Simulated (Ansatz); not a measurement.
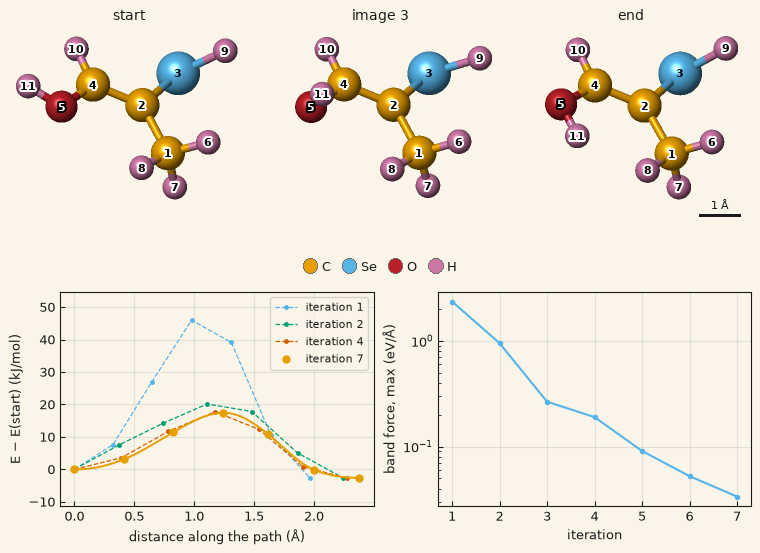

NEB run on C3H6OSe. Images are numbered from 0 (start) to 6 (end). The plot follows the band through its iterations. Style: ball-and-stick. Shown at a tilt.

Level of theory: Ansatz, RKS PBE0-D4/def2-SVP. Run with 5 movable images; climbing image; force threshold 0.05 eV/Å; iteration limit 60; starting path by straight interpolation.

### How did the profile develop, and is the result final?

The run is converged, with reservations. The band converged in 7 iterations. The largest component of the band force went from 2.4 to 0.034 eV/Å. The climbing image converged on the top of the path. Its curvatures weren't checked. The straight starting path can push atoms close together and costs iterations. The first iteration put the highest image at 46.0 kJ/mol. The energy climbs by 17.4 kJ/mol to image 3 and then falls by 20.1 kJ/mol, so the end point sits at −2.6 kJ/mol.
